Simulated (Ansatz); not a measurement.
## Run report: MoHBrCl$_{5}$F, geometry relaxation (part 1 of 2)

MoHBrCl$_{5}$F, computed with RKS PBE/def2-SVP (Ansatz 0.2.0).

It belongs to a series of runs on one base structure; here: end point B relaxed. Figures and captions count atoms from 1; the log counts them from 0 in places.

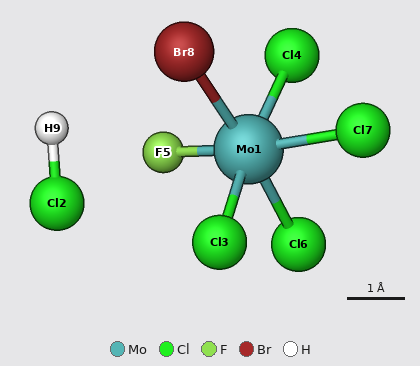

The structure as given in the input (ball-and-stick view, seen at a tilt; atoms are numbered from 1 in the order of the input). Sticks mark near contacts. Bond lengths as drawn: Br–Mo 2.49 Å, Cl–H 1.34 Å, Cl–Mo 2.29 to 2.33 Å and F–Mo 1.86 Å.

**Input**
```yaml
crystal:
  periodic: [false, false, false]
  atoms:
    - { symbol: Mo, position_ang: [0.196251, 0.271991, -0.316606] }
    - { symbol: Cl, position_ang: [0.919269, -0.268163, 3.117491] }
    - { symbol: Cl, position_ang: [1.840012, -1.187595, 0.331548] }
    - { symbol: Cl, position_ang: [-1.392719, 1.721999, -1.219066] }
    - { symbol: F, position_ang: [-0.870553, 0.300985, 1.201397] }
    - { symbol: Cl, position_ang: [-1.046313, -1.574694, -0.985618] }
    - { symbol: Cl, position_ang: [1.240801, 0.465839, -2.371163] }
    - { symbol: Br, position_ang: [1.488559, 2.192689, 0.601006] }
    - { symbol: H, position_ang: [1.033794, 1.065849, 3.06741] }
basis:
  gaussian: { orbitals: def2-SVP }
hamiltonian:
  xc: pbe
relax:
  f_tol: 0.03
  max_steps: 50
output:
  orbitals: {}
```

Hardware: 4 threads of Arm Neoverse V2, 24 GiB of memory available, shared host.

Command:
```bash
ansatz run input.yaml --threads 4 --pin off --max-ram 5120MiB --backend cpu --events-out ev --progress --plain --runs-dir out
```

**What the program printed**
```
The last accepted step is kept in [file] (removed where the run ends without a failure and the disk answers)
Engine: ansatz 0.2.0, aarch64-unknown-linux-gnu
Functional definition: PBE
  parameter kappa = 0.804
  parameter beta = 0.06672455060314922
  exchange = pbe_x(kappa = kappa, mu = beta*pi^2/3)
  correlation = pbe_c(beta = beta)
1829 factors; their error is unknown
mean field evaluation 1: about -137182.1324 eV, gradient 4.6e1 eV
mean field evaluation 2: about -136901.3675 eV, gradient 3.3e2 eV
mean field evaluation 4: about -137182.6168 eV, gradient 4.1e1 eV
mean field evaluation 8: about -137186.3596 eV, gradient 5.7e0 eV
mean field evaluation 16: about -137186.3324 eV, gradient 8.4e-2 eV
mean field evaluation 32: about -137166.7498 eV, gradient 6.3e1 eV
mean field -137186.33244484 eV, -5041.5047291118 hartree, gradient 6.1e-5 eV, S^2 0.000000; 4 other end points of the search recorded, 0 dependent functions left out
the calculation of the forces begins
reference -137186.33251677 eV, -5041.5047317552 hartree; 72, 72 occupied and 100, 100 virtual orbitals, 1829 factors
relax step   1: F+E_penalty+E_count = -137186.33244484 eV  Δ(F+E_penalty+E_count) = +0.000e0 eV  max|allowed force component| = 1.139e0 eV/Å  Δτ_max = 0.0000 Å  (121 SCF iters, accepted)
these checks for a lower state are left out or cut short: starts, cluster_reference, orbital_swaps, neighbouring_geometries, increment
1829 factors; their error is unknown
mean field -137186.56954965 eV, -5041.5134425530 hartree, gradient 1.4e-5 eV, S^2 0.000000; 0 other end points of the search recorded, 0 dependent functions left out
[... from here on the field's lines of each further geometry are left out, up to the last ...]
relax step   2: F+E_penalty+E_count = -137186.56954965 eV  Δ(F+E_penalty+E_count) = -2.371e-1 eV  max|allowed force component| = 8.757e-1 eV/Å  Δτ_max = 0.1950 Å  (43 SCF iters, accepted)
relax step   3: F+E_penalty+E_count = -137186.64779444 eV  Δ(F+E_penalty+E_count) = -7.824e-2 eV  max|allowed force component| = 7.140e-1 eV/Å  Δτ_max = 0.2000 Å  (42 SCF iters, accepted)
relax step   4: F+E_penalty+E_count = -137186.65451292 eV  Δ(F+E_penalty+E_count) = -6.718e-3 eV  max|allowed force component| = 1.465e0 eV/Å  Δτ_max = 0.1948 Å  (42 SCF iters, accepted)
relax step   5: F+E_penalty+E_count = -137186.72281061 eV  Δ(F+E_penalty+E_count) = -6.830e-2 eV  max|allowed force component| = 6.797e-1 eV/Å  Δτ_max = 0.1282 Å  (37 SCF iters, accepted)
relax step   6: F+E_penalty+E_count = -137186.73973503 eV  Δ(F+E_penalty+E_count) = -1.692e-2 eV  max|allowed force component| = 1.766e-1 eV/Å  Δτ_max = 0.2000 Å  (42 SCF iters, accepted)
relax step   7: F+E_penalty+E_count = -137186.74598275 eV  Δ(F+E_penalty+E_count) = -6.248e-3 eV  max|allowed force component| = 4.077e-2 eV/Å  Δτ_max = 0.0787 Å  (36 SCF iters, accepted)
relax step   8: F+E_penalty+E_count = -137186.74655091 eV  Δ(F+E_penalty+E_count) = -5.682e-4 eV  max|allowed force component| = 8.159e-2 eV/Å  Δτ_max = 0.0369 Å  (35 SCF iters, accepted)
relax step   9: F+E_penalty+E_count = -137186.74133460 eV  Δ(F+E_penalty+E_count) = +5.216e-3 eV  max|allowed force component| = 4.962e-1 eV/Å  Δτ_max = 0.1522 Å  (36 SCF iters, rejected (line search))
relax step  10: F+E_penalty+E_count = -137186.74862791 eV  Δ(F+E_penalty+E_count) = -2.077e-3 eV  max|allowed force component| = 1.971e-2 eV/Å  Δτ_max = 0.0759 Å  (37 SCF iters, accepted)
relax step  11: F+E_penalty+E_count = -137186.74773055 eV  Δ(F+E_penalty+E_count) = +8.974e-4 eV  max|allowed force component| = 2.838e-1 eV/Å  Δτ_max = 0.0975 Å  (36 SCF iters, rejected (line search))
relax step  12: F+E_penalty+E_count = -137186.74921292 eV  Δ(F+E_penalty+E_count) = -5.850e-4 eV  max|allowed force component| = 7.568e-2 eV/Å  Δτ_max = 0.0481 Å  (35 SCF iters, accepted)
relax step  13: F+E_penalty+E_count = -137186.74773738 eV  Δ(F+E_penalty+E_count) = +1.476e-3 eV  max|allowed force component| = 1.527e-1 eV/Å  Δτ_max = 0.0491 Å  (36 SCF iters, rejected (line search))
relax step  14: F+E_penalty+E_count = -137186.74990700 eV  Δ(F+E_penalty+E_count) = -6.941e-4 eV  max|allowed force component| = 5.858e-2 eV/Å  Δτ_max = 0.0242 Å  (36 SCF iters, accepted)
relax step  15: F+E_penalty+E_count = -137186.75035625 eV  Δ(F+E_penalty+E_count) = -4.493e-4 eV  max|allowed force component| = 4.799e-2 eV/Å  Δτ_max = 0.0249 Å  (35 SCF iters, accepted)
relax step  16: F+E_penalty+E_count = -137186.75115275 eV  Δ(F+E_penalty+E_count) = -7.965e-4 eV  max|allowed force component| = 7.884e-2 eV/Å  Δτ_max = 0.0372 Å  (36 SCF iters, accepted)
relax step  17: F+E_penalty+E_count = -137186.75215430 eV  Δ(F+E_penalty+E_count) = -1.002e-3 eV  max|allowed force component| = 1.582e-1 eV/Å  Δτ_max = 0.0559 Å  (37 SCF iters, accepted)
relax step  18: F+E_penalty+E_count = -137186.75369024 eV  Δ(F+E_penalty+E_count) = -1.536e-3 eV  max|allowed force component| = 2.599e-1 eV/Å  Δτ_max = 0.0821 Å  (37 SCF iters, accepted)
relax step  19: F+E_penalty+E_count = -137186.76111324 eV  Δ(F+E_penalty+E_count) = -7.423e-3 eV  max|allowed force component| = 1.409e-1 eV/Å  Δτ_max = 0.1079 Å  (37 SCF iters, accepted)
relax step  20: F+E_penalty+E_count = -137186.76840851 eV  Δ(F+E_penalty+E_count) = -7.295e-3 eV  max|allowed force component| = 5.405e-1 eV/Å  Δτ_max = 0.1854 Å  (36 SCF iters, accepted)
relax step  21: F+E_penalty+E_count = -137186.76150156 eV  Δ(F+E_penalty+E_count) = +6.907e-3 eV  max|allowed force component| = 1.083e0 eV/Å  Δτ_max = 0.1945 Å  (44 SCF iters, rejected (line search))
relax step  22: F+E_penalty+E_count = -137186.78519524 eV  Δ(F+E_penalty+E_count) = -1.679e-2 eV  max|allowed force component| = 1.629e-1 eV/Å  Δτ_max = 0.0952 Å  (37 SCF iters, accepted)
relax step  23: F+E_penalty+E_count = -137186.79671344 eV  Δ(F+E_penalty+E_count) = -1.152e-2 eV  max|allowed force component| = 1.035e-1 eV/Å  Δτ_max = 0.0933 Å  (37 SCF iters, accepted)
relax step  24: F+E_penalty+E_count = -137186.81085290 eV  Δ(F+E_penalty+E_count) = -1.414e-2 eV  max|allowed force component| = 1.737e-1 eV/Å  Δτ_max = 0.1444 Å  (36 SCF iters, accepted)
relax step  25: F+E_penalty+E_count = -137186.79168020 eV  Δ(F+E_penalty+E_count) = +1.917e-2 eV  max|allowed force component| = 9.087e-1 eV/Å  Δτ_max = 0.1952 Å  (45 SCF iters, rejected (line search))
relax step  26: F+E_penalty+E_count = -137186.81849366 eV  Δ(F+E_penalty+E_count) = -7.641e-3 eV  max|allowed force component| = 1.494e-1 eV/Å  Δτ_max = 0.0976 Å  (36 SCF iters, accepted)
relax step  27: F+E_penalty+E_count = -137186.82155081 eV  Δ(F+E_penalty+E_count) = -3.057e-3 eV  max|allowed force component| = 9.822e-2 eV/Å  Δτ_max = 0.0734 Å  (37 SCF iters, accepted)
relax step  28: F+E_penalty+E_count = -137186.82200336 eV  Δ(F+E_penalty+E_count) = -4.526e-4 eV  max|allowed force component| = 8.173e-2 eV/Å  Δτ_max = 0.0081 Å  (37 SCF iters, accepted)
relax step  29: F+E_penalty+E_count = -137186.82433572 eV  Δ(F+E_penalty+E_count) = -2.332e-3 eV  max|allowed force component| = 1.124e-2 eV/Å  Δτ_max = 0.0566 Å  (38 SCF iters, accepted)
relax step  30: F+E_penalty+E_count = -137186.82469846 eV  Δ(F+E_penalty+E_count) = -3.627e-4 eV  max|allowed force component| = 4.146e-2 eV/Å  Δτ_max = 0.0484 Å  (38 SCF iters, accepted)
relax step  31: F+E_penalty+E_count = -137186.82442099 eV  Δ(F+E_penalty+E_count) = +2.775e-4 eV  max|allowed force component| = 9.155e-2 eV/Å  Δτ_max = 0.0409 Å  (38 SCF iters, rejected (line search))
relax step  32: F+E_penalty+E_count = -137186.82527165 eV  Δ(F+E_penalty+E_count) = -5.732e-4 eV  max|allowed force component| = 3.718e-2 eV/Å  Δτ_max = 0.0204 Å  (36 SCF iters, accepted)
relax step  33: F+E_penalty+E_count = -137186.82666842 eV  Δ(F+E_penalty+E_count) = -1.397e-3 eV  max|allowed force component| = 6.772e-2 eV/Å  Δτ_max = 0.0980 Å  (38 SCF iters, accepted)
relax step  34: F+E_penalty+E_count = -137186.82751908 eV  Δ(F+E_penalty+E_count) = -8.507e-4 eV  max|allowed force component| = 1.517e-1 eV/Å  Δτ_max = 0.1264 Å  (37 SCF iters, accepted)
relax step  35: F+E_penalty+E_count = -137186.82817997 eV  Δ(F+E_penalty+E_count) = -6.609e-4 eV  max|allowed force component| = 1.523e-1 eV/Å  Δτ_max = 0.0532 Å  (37 SCF iters, accepted)
relax step  36: F+E_penalty+E_count = -137186.82948118 eV  Δ(F+E_penalty+E_count) = -1.301e-3 eV  max|allowed force component| = 1.418e-1 eV/Å  Δτ_max = 0.0853 Å  (36 SCF iters, accepted)
relax step  37: F+E_penalty+E_count = -137186.82981504 eV  Δ(F+E_penalty+E_count) = -3.339e-4 eV  max|allowed force component| = 1.261e-1 eV/Å  Δτ_max = 0.0615 Å  (37 SCF iters, accepted)
relax step  38: F+E_penalty+E_count = -137186.83110945 eV  Δ(F+E_penalty+E_count) = -1.294e-3 eV  max|allowed force component| = 1.176e-1 eV/Å  Δτ_max = 0.0272 Å  (36 SCF iters, accepted)
relax step  39: F+E_penalty+E_count = -137186.83278153 eV  Δ(F+E_penalty+E_count) = -1.672e-3 eV  max|allowed force component| = 3.485e-2 eV/Å  Δτ_max = 0.0460 Å  (36 SCF iters, accepted)
relax step  40: F+E_penalty+E_count = -137186.83370231 eV  Δ(F+E_penalty+E_count) = -9.208e-4 eV  max|allowed force component| = 2.358e-2 eV/Å  Δτ_max = 0.0712 Å  (36 SCF iters, accepted)
relax step  41: F+E_penalty+E_count = -137186.83296902 eV  Δ(F+E_penalty+E_count) = +7.333e-4 eV  max|allowed force component| = 1.937e-1 eV/Å  Δτ_max = 0.1966 Å  (42 SCF iters, rejected (line search))
relax step  42: F+E_penalty+E_count = -137186.83453755 eV  Δ(F+E_penalty+E_count) = -8.352e-4 eV  max|allowed force component| = 3.554e-2 eV/Å  Δτ_max = 0.0958 Å  (37 SCF iters, accepted)
relax step  43: F+E_penalty+E_count = -137186.83437035 eV  Δ(F+E_penalty+E_count) = +1.672e-4 eV  max|allowed force component| = 9.766e-2 eV/Å  Δτ_max = 0.0972 Å  (37 SCF iters, rejected (line search))
relax step  44: F+E_penalty+E_count = -137186.83484257 eV  Δ(F+E_penalty+E_count) = -3.050e-4 eV  max|allowed force component| = 3.324e-2 eV/Å  Δτ_max = 0.0480 Å  (36 SCF iters, accepted)
relax step  45: F+E_penalty+E_count = -137186.83332956 eV  Δ(F+E_penalty+E_count) = +1.513e-3 eV  max|allowed force component| = 5.668e-2 eV/Å  Δτ_max = 0.0490 Å  (36 SCF iters, rejected (line search))
the calculation of the forces begins
reference -137186.83512690 eV, -5041.5232023369 hartree; 72, 72 occupied and 100, 100 virtual orbitals, 1829 factors
relax step  46: F+E_penalty+E_count = -137186.83505437 eV  Δ(F+E_penalty+E_count) = -2.118e-4 eV  max|allowed force component| = 2.064e-2 eV/Å  Δτ_max = 0.0237 Å  (36 SCF iters, accepted)
1829 factors; their error is unknown
mean field evaluation 384: about -137154.8083 eV, gradient 6.8e1 eV
mean field evaluation 416: about -137186.6119 eV, gradient 6.4e0 eV
```

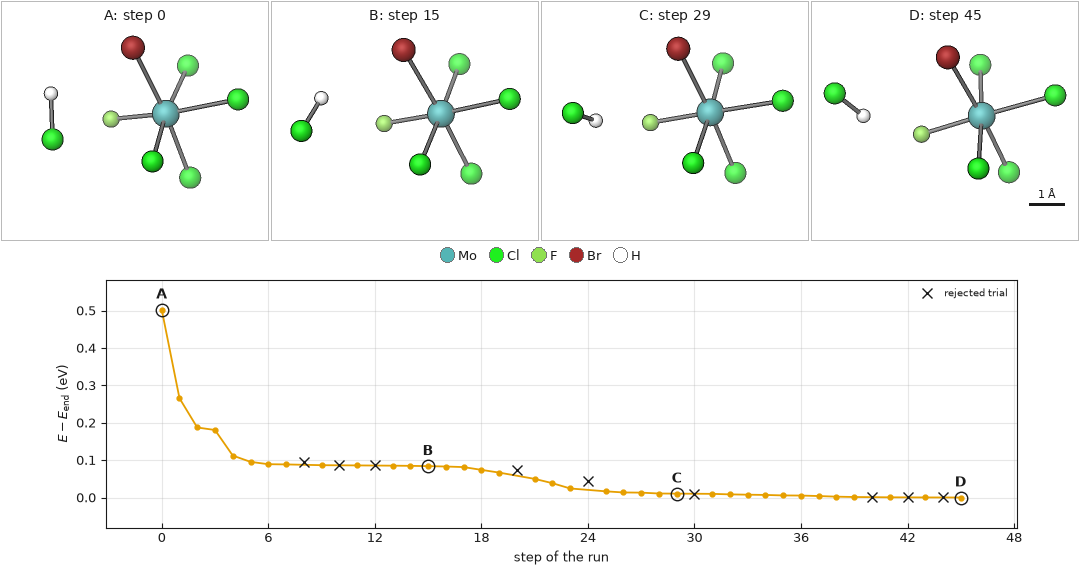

Frames of the relaxation (ball-and-stick view, seen at a tilt) above the curves, on which the letters mark them (the first geometry is step 0 here and step 1 in the log).

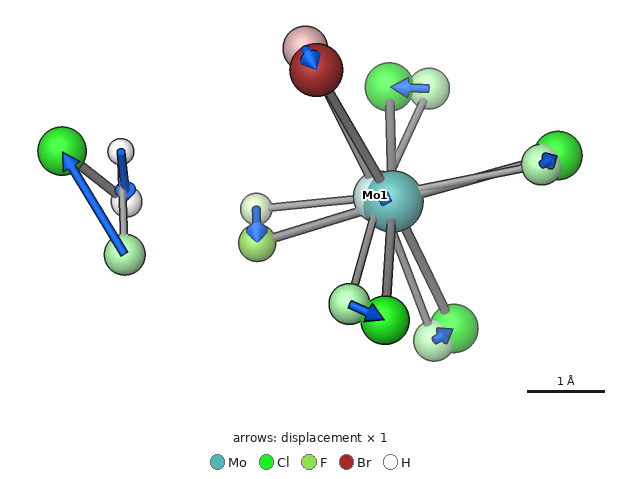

Start (faint) and end (solid) with the displacements as blue arrows, at true length (ball-and-stick view, seen at a tilt). The two geometries are laid on each other by the best rigid fit. Cl2 moves most after the best rigid fit: 1.57 Å. Largest moves by element: Cl 1.57 Å, H 1.02 Å, F 0.70 Å, Br 0.45 Å, Mo 0.21 Å. Distances before and after: Mo1–F5 1.856 → 1.903 Å, Mo1–Br8 2.490 → 2.455 Å, Cl2–H9 1.340 → 1.307 Å, Mo1–Cl3 2.292 → 2.315 Å. Among the angles that change: Cl3–Mo1–F5 101.0° → 88.1°, F5–Mo1–Cl7 170.1° → 178.1°, Cl4–Mo1–Cl7 84.9° → 92.0°. After 45 geometry steps the energy has fallen by 0.503 eV. The largest force component goes from 1.1 to 0.021 eV/Å. The line search rejected the trial steps at points 8, 10, 12, 20, 24, 30, 40, 42 and more (counted from 0) and went back. (Atoms are counted from 1 in the order of the input.)
